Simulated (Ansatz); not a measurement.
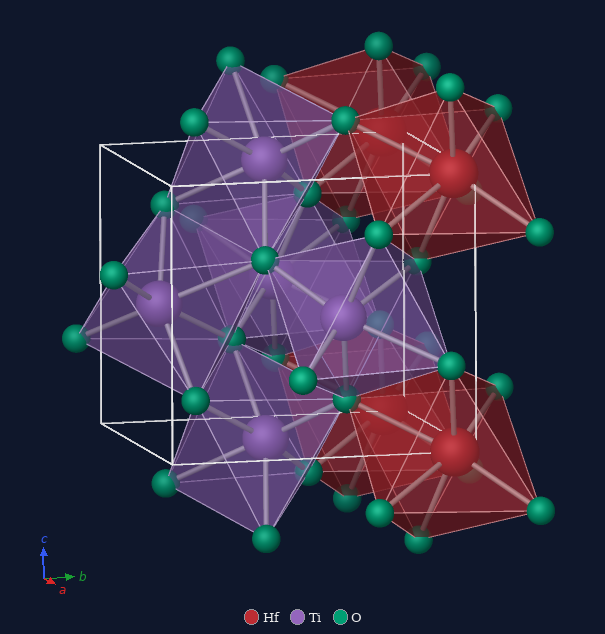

The figure gives a polyhedral picture of the atoms, viewed slightly off an axis. One conventional unit cell is framed, with atoms on its boundary repeated. Some neighbours outside the box are added.

HfTi$_{3}$O$_{8}$, space group P2 (No. 3), a = 4.644 Å, b = 5.570 Å, c = 4.974 Å, α = 90.00°, β = 90.88°, γ = 90.00°. Provenance: a structure type filled with these elements by a generator (whether the compound takes this form wasn't checked). Earlier steps of the study may have refined or changed the cell and positions. It was the input of a calculation with Ansatz.

This one geometry was computed with Ansatz (DFT, plane waves, PAW) at five levels of theory: PBE, PBE with spin-orbit coupling, PBE0, r2SCAN and HSE06. It was relaxed beforehand with r2SCAN.

Q: Which level gives the highest pressure at this volume, and what does that say about its equilibrium volume?

A: Highest: PBE (5.3 GPa) and PBE with spin-orbit coupling (5.2 GPa), which points to the largest equilibrium volume. Lowest, with the smallest volume: PBE0 (-2.0 GPa) and HSE06 (-1.9 GPa). Levels within 0.5 GPa of each other can't be told apart.

Q: How does the band gap change with the level of theory?

A: PBE with spin-orbit coupling: a gap of 2.77 eV, direct; PBE: a gap of 2.77 eV, direct; r2SCAN: a gap of 3.15 eV, direct; HSE06: a gap of 4.38 eV, direct; PBE0: a gap of 5.13 eV, direct.

Q: Collect the results in a table.

A:
| level | cutoff (eV) | k-mesh of the run's cell | gap (eV) | pressure (GPa) |
| --- | --- | --- | --- | --- |
| PBE | 420 | 6×6×6 | 2.77 | 5.3 |
| PBE with spin-orbit coupling | 420 | 6×6×6 | 2.77 | 5.2 |
| PBE0 | 420 | 4×4×4 | 5.13 | -2.0 |
| r2SCAN | 500 | 6×6×6 | 3.15 | 0.0 |
| HSE06 | 420 | 4×4×4 | 4.38 | -1.9 |

Gaps are taken on the k-mesh or band path of each run.
